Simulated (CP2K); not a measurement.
# PM6 run of C2H7NSi2 (SMILES C#C[SiH2][SiH2]N)

Aim: the vertical electron affinity of C2H7NSi2 at PM6, from 2 runs. 

The calculation is run with CP2K 2026.2.

1 further run of the same task is left out (it didn't finish).

### Step 1. The structure to begin with

The species is C2H7NSi2 (12 atoms), meant as a singlet with charge 0. As SMILES, `C#C[SiH2][SiH2]N`. Geometry: relaxed at GFN2-xTB. This is one conformer, not always the lowest.

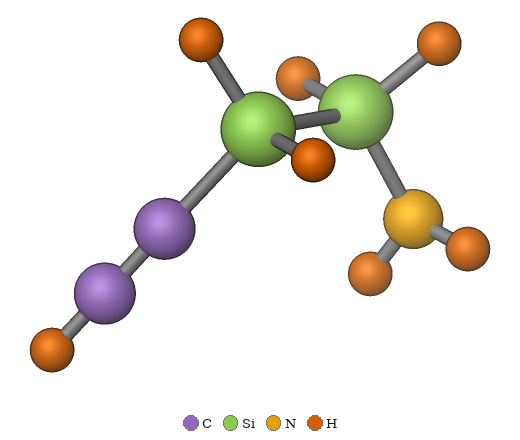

The structure, seen from a chosen angle (carbon purple, silicon green, nitrogen amber, hydrogen orange).

### Step 2. Energy and gradient at PM6

Input file molecule.pdb:

```
HETATM    1 C    MOL A   1      -1.991   0.105   2.175  1.00  0.00           C
HETATM    2 C    MOL A   1      -0.932  -0.237   1.719  1.00  0.00           C
HETATM    3 Si   MOL A   1       0.694  -0.713   0.964  1.00  0.00          SI
HETATM    4 Si   MOL A   1       1.056   0.482  -0.989  1.00  0.00          SI
HETATM    5 N    MOL A   1      -0.195   0.386  -2.180  1.00  0.00           N
HETATM    6 H    MOL A   1      -2.915   0.395   2.587  1.00  0.00           H
HETATM    7 H    MOL A   1       1.697  -0.480   2.015  1.00  0.00           H
HETATM    8 H    MOL A   1       0.596  -2.173   0.781  1.00  0.00           H
HETATM    9 H    MOL A   1       1.184   1.923  -0.746  1.00  0.00           H
HETATM   10 H    MOL A   1       2.242  -0.005  -1.706  1.00  0.00           H
HETATM   11 H    MOL A   1      -0.348  -0.492  -2.649  1.00  0.00           H
HETATM   12 H    MOL A   1      -1.086   0.808  -1.971  1.00  0.00           H
END
```

Input file qs.inp:

```
&FORCE_EVAL
  METHOD Quickstep
  &DFT
    &QS
      METHOD PM6
      EPS_DEFAULT 1.0E-10
      &SE
        &COULOMB
          CUTOFF [angstrom] 50
          RC_RANGE [angstrom] 0
        &END COULOMB
        &EXCHANGE
          CUTOFF [angstrom] 50
          RC_RANGE [angstrom] 0
        &END EXCHANGE
      &END SE
    &END QS
    &POISSON
      PERIODIC NONE
      POISSON_SOLVER ANALYTIC
    &END POISSON
    &SCF
      SCF_GUESS ATOMIC
      EPS_SCF 1.0E-07
      MAX_SCF 100
      ADDED_MOS 2
      &DIAGONALIZATION
        ALGORITHM STANDARD
      &END DIAGONALIZATION
      &MIXING
        METHOD DIRECT_P_MIXING
        ALPHA 0.4
      &END MIXING
    &END SCF
    &PRINT
      &MOMENTS
        PERIODIC F
        REFERENCE COM
        MAX_MOMENT 1
      &END MOMENTS
      &MO ON
        ENERGIES T
        OCCUPATION_NUMBERS T
        NDIGITS 6
        &EACH
          QS_SCF 0
        &END EACH
        ADD_LAST NUMERIC
      &END MO
      &HIRSHFELD OFF
      &END HIRSHFELD
    &END PRINT
  &END DFT
  &SUBSYS
    &CELL
      ABC 13.2 12.1 13.2
      PERIODIC NONE
    &END CELL
    &TOPOLOGY
      COORD_FILE_NAME molecule.pdb
      COORD_FILE_FORMAT PDB
      CONN_FILE_FORMAT OFF
      &CENTER_COORDINATES
      &END CENTER_COORDINATES
    &END TOPOLOGY
  &END SUBSYS
  &PRINT
    &FORCES ON
    &END FORCES
  &END PRINT
&END FORCE_EVAL

&GLOBAL
  PROJECT_NAME qs
  RUN_TYPE ENERGY_FORCE
  PRINT_LEVEL MEDIUM
&END GLOBAL
```

On the command line:

```bash
OMP_NUM_THREADS=1 cp2k.psmp -i qs.inp > qs.out 2>&1
```

Output:

```text
CP2K| version string:                                       CP2K version 2026.2
[...]
 GLOBAL| Method name                                                        CP2K
[...]
 GLOBAL| Run type                                                   ENERGY_FORCE
[...]
                             - Atoms:                                         12
[...]
                             - Spherical basis functions:                     37
[...]
 Number of electrons:                                                         28
[...]
     1 P_Mix/Diag. 0.40E+00    0.0     0.85016970       -17.0475567036 -1.70E+01
[...]
    23 DIIS/Diag.  0.27E-07    0.0     0.00000002       -24.4167674407 -4.26E-14
  *** SCF run converged in    23 steps ***
  Core-core repulsion energy [eV]:                           1581.96033439739949
  Core Hamiltonian energy [eV]:                             -1037.42593811310098
  Two-electron integral energy [eV]:                        -2417.89685530063707
  Electronic energy [eV]:                                   -2246.37436576341952
  Total energy [eV]:                                         -664.41403136601991
  Atomic reference energy [eV]:                               665.87693569621626
  Heat of formation [kcal/mol]:                                33.73537795283175
[...]
 SE_DIPOLE| Moment [Debye]          1.28966022       0.49462471       0.40766812
 SE_DIPOLE| Derivative [a.u.]       0.00000000       0.00000000       0.00000000
 ENERGY| Total FORCE_EVAL ( QS ) energy [hartree]            -24.416767440731903
 FORCES| Atomic forces [hartree/bohr]
 FORCES|   Atom     x               y               z               |f|
 FORCES|      1 -1.89328745E-02  5.27930913E-03  9.35238946E-03   2.17667643E-02
 FORCES|      2  2.04072187E-02 -3.68743789E-03 -1.21352398E-02   2.40273973E-02
 FORCES|      3 -1.46542405E-02  1.77693906E-02 -1.30511799E-02   2.64732186E-02
 FORCES|      4  6.56254839E-03 -6.30765665E-03  1.78889487E-02   2.00715734E-02
 FORCES|      5 -1.11141606E-02 -1.21130519E-02  1.11352142E-02   1.98555682E-02
 FORCES|      6  7.41394438E-03 -2.33238028E-03 -3.34332497E-03   8.46075593E-03
 FORCES|      7  8.07002161E-03  2.56444799E-03  3.69102570E-03   9.23717018E-03
 FORCES|      8  1.48654563E-03 -7.22589358E-03 -3.39899367E-03   8.12259280E-03
 FORCES|      9  2.85751910E-03  4.17462149E-03  6.08236025E-03   7.91125693E-03
 FORCES|     10  6.52777184E-03 -3.03107049E-03  2.57665267E-03   7.64449688E-03
 FORCES|     11 -2.86039324E-03 -1.13526989E-04 -1.07632123E-02   1.11373909E-02
 FORCES|     12 -5.76390094E-03  5.02324855E-03 -8.03464037E-03   1.10910336E-02
 FORCES| Sum    -4.99600361E-16 -1.11022302E-16 -5.68989300E-16
[...]
```

Wall time 0.88 s (1 thread of Intel Xeon Platinum 8488C (Sapphire Rapids), shared host); peak memory 0.19 GiB.

### Step 3. The doublet anion at the same level

molecule.pdb is that of step 2.

Input file calc.inp:

```
&GLOBAL
   PROJECT calc
   RUN_TYPE ENERGY_FORCE
   PRINT_LEVEL MEDIUM
&END GLOBAL

&FORCE_EVAL
   METHOD Quickstep
   &DFT
      CHARGE -1
      MULTIPLICITY 2
      LSD T
      &QS
         METHOD PM6
         EPS_DEFAULT 1.0E-10
         &SE
            &COULOMB
               CUTOFF [angstrom] 50
               RC_RANGE [angstrom] 0
            &END COULOMB
            &EXCHANGE
               CUTOFF [angstrom] 50
               RC_RANGE [angstrom] 0
            &END EXCHANGE
         &END SE
      &END QS
      &POISSON
         PERIODIC NONE
         POISSON_SOLVER ANALYTIC
      &END POISSON
      &SCF
         SCF_GUESS ATOMIC
         EPS_SCF 1.0E-07
         MAX_SCF 80
         ADDED_MOS 4
         &DIAGONALIZATION
            ALGORITHM STANDARD
         &END DIAGONALIZATION
         &MIXING
            METHOD DIRECT_P_MIXING
            ALPHA 0.4
         &END MIXING
      &END SCF
      &PRINT
         &MOMENTS
            PERIODIC F
            REFERENCE COM
            MAX_MOMENT 1
         &END MOMENTS
         &MO ON
            ENERGIES T
            OCCUPATION_NUMBERS T
            NDIGITS 6
            &EACH
               QS_SCF 0
            &END EACH
            ADD_LAST NUMERIC
         &END MO
         &HIRSHFELD OFF
         &END HIRSHFELD
      &END PRINT
   &END DFT
   &SUBSYS
      &CELL
         ABC 13.2 12.1 13.2
         PERIODIC NONE
      &END CELL
      &TOPOLOGY
         COORD_FILE_NAME molecule.pdb
         COORD_FILE_FORMAT PDB
         CONN_FILE_FORMAT OFF
         &CENTER_COORDINATES
         &END CENTER_COORDINATES
      &END TOPOLOGY
   &END SUBSYS
   &PRINT
      &FORCES ON
      &END FORCES
   &END PRINT
&END FORCE_EVAL
```

On the command line:

```bash
OMP_NUM_THREADS=1 cp2k.psmp calc.inp > calc.out
```

Output:

```text
CP2K| version string:                                       CP2K version 2026.2
[...]
 GLOBAL| Method name                                                        CP2K
[...]
 GLOBAL| Run type                                                   ENERGY_FORCE
[...]
                             - Atoms:                                         12
[...]
                             - Spherical basis functions:                     37
[...]
 Number of electrons:                                                         15
[...]
     1 P_Mix/Diag. 0.40E+00    0.0     0.44086248       -17.1352621729 -1.71E+01
[...]
    55 DIIS/Diag.  0.90E-07    0.0     0.00000009       -24.4423921461 -2.42E-13
  *** SCF run converged in    55 steps ***
  Core-core repulsion energy [eV]:                           1581.96033439739949
  Core Hamiltonian energy [eV]:                             -1060.18730319300380
  Two-electron integral energy [eV]:                        -2373.76869253032282
  Electronic energy [eV]:                                   -2247.07164945816521
  Total energy [eV]:                                         -665.11131506076572
  Atomic reference energy [eV]:                               665.87693569621626
  Heat of formation [kcal/mol]:                                17.65563268374924
[...]
 SE_DIPOLE| Moment [Debye]          3.78789480       1.16210993      -1.04879503
 SE_DIPOLE| Derivative [a.u.]       0.00000000       0.00000000       0.00000000
 ENERGY| Total FORCE_EVAL ( QS ) energy [hartree]            -24.442392146128071
 FORCES| Atomic forces [hartree/bohr]
 FORCES|   Atom     x               y               z               |f|
 FORCES|      1 -2.50689021E-02  6.95826006E-03  1.24218296E-02   2.88300032E-02
 FORCES|      2  1.66433481E-02 -6.22276456E-03 -3.01331123E-03   1.80223162E-02
 FORCES|      3  7.13195673E-03  3.53015285E-02 -4.32624603E-02   5.62912355E-02
 FORCES|      4 -4.47538066E-03 -2.45348443E-02  3.92570848E-02   4.65092068E-02
 FORCES|      5 -1.06503095E-02 -4.45800580E-03 -5.38085751E-03   1.27379957E-02
 FORCES|      6  1.07017083E-02 -2.86446609E-03 -5.90123088E-03   1.25521413E-02
 FORCES|      7  6.09559569E-04 -1.57744235E-03  1.17364136E-02   1.18576258E-02
 FORCES|      8  3.73254716E-04 -8.87870307E-03  4.67710022E-04   8.89884487E-03
 FORCES|      9  3.20548195E-03  6.69566910E-03  4.87690652E-03   8.88207838E-03
 FORCES|     10  5.81923552E-03 -3.12143547E-03 -2.06124776E-03   6.91777448E-03
 FORCES|     11 -1.84917951E-03  6.56806758E-04 -5.19654927E-03   5.55472630E-03
 FORCES|     12 -2.44077313E-03  2.04539727E-03 -3.94428743E-03   5.06936158E-03
 FORCES| Sum    -5.55111512E-17  9.71445147E-17 -5.82867088E-16
[...]
```

Wall time 1 s (1 thread of Intel Xeon Platinum 8488C (Sapphire Rapids), shared host); peak memory 0.19 GiB.

### Step 4. Results

Level: PM6.

```
                                                   quantity          value
                             singlet C2H7NSi2: total energy   -24.41677 Eh
                            singlet C2H7NSi2: dipole moment         1.44 D
                              singlet C2H7NSi2: HOMO energy       -8.52 eV
                              singlet C2H7NSi2: LUMO energy       -0.52 eV
                            singlet C2H7NSi2: HOMO–LUMO gap        8.00 eV
singlet C2H7NSi2: heat of formation at this unrelaxed shape  33.7 kcal/mol
                 singlet C2H7NSi2: largest force on an atom     1.361 eV/Å
                                doublet anion: total energy   -24.44239 Eh
          doublet anion: HOMO energy (highest over α and β)       -0.88 eV
           doublet anion: LUMO energy (lowest over α and β)        4.25 eV
   doublet anion: heat of formation at this unrelaxed shape  17.7 kcal/mol
                    doublet anion: largest force on an atom     2.895 eV/Å
          vertical electron affinity (to the doublet anion)       0.697 eV
```

**Reading.** At fixed nuclei the extra electron is bound by 0.70 eV (16.1 kcal/mol). The largest force (singlet C2H7NSi2) is 1.36 eV/Å: the shape isn't a stationary point for this species at this level. A minimal valence basis can't be trusted even for the sign of an electron affinity.
